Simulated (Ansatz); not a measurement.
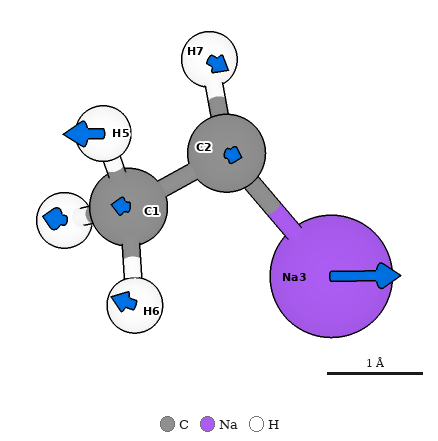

A relaxation of C$_{2}$H$_{4}$Na (charge −1). The starting structure is drawn; blue arrows show the displacements, at their true length. The two geometries are superimposed by the best rigid fit.

The picture is a ball-and-stick view, seen at a tilt.

It is one of the separated reactants of a reaction.

These are results of RKS PBE-D4/def2-SVPD in Ansatz, not measurements.

Input file:
```yaml
crystal:
  periodic: [false, false, false]
  atoms:
    - {symbol: C, position_ang: [-0.341770, 0.409433, -0.059197]}
    - {symbol: C, position_ang: [0.666446, -0.196766, -0.222428]}
    - {symbol: Na, position_ang: [1.003410, -0.981545, 1.497457]}
    - {symbol: H, position_ang: [-1.333402, -0.217411, 0.014273]}
    - {symbol: H, position_ang: [-0.170915, 0.812294, -0.969028]}
    - {symbol: H, position_ang: [-0.328538, 1.188220, 0.823545]}
    - {symbol: H, position_ang: [0.504770, -1.014224, -1.084622]}
basis:
  gaussian: {orbitals: def2-SVPD}
total_charge: -1
hamiltonian: {xc: pbe, dispersion: d4}
relax: {f_tol: 0.03, max_steps: 250}
```

Run as
```bash
ansatz run in.yaml --threads 2 --pin off --events-out ev --progress --plain --max-ram 4352MiB
```

**Which element moves most?**

Sodium: up to 0.83 Å, against 0.47 Å for hydrogen.

**What did the optimiser do to the structure, and how much energy did it gain?**

The energy falls by 105.4 kcal/mol in 7 geometry steps. Largest force component: 17 eV/Å at the start, 0.027 eV/Å at the end. Na3 moves most after the best rigid fit: 0.83 Å. By element the largest moves are Na 0.83 Å, H 0.47 Å, C 0.22 Å. Near-neighbour distances that change, for instance: Na3–H6 2.634 → 3.704 Å, Na3–H4 2.871 → 3.899 Å, C2–Na3 1.920 → 2.387 Å, C1–C2 1.188 → 1.517 Å. Among the angles between lasting bonds that change: C2–C1–H5 86.3° → 109.8°, C1–C2–Na3 103.6° → 126.0°, H4–C1–H5 114.3° → 103.9°. Cost: 21 s on 2 threads of Arm Neoverse V2, with other jobs on the host.
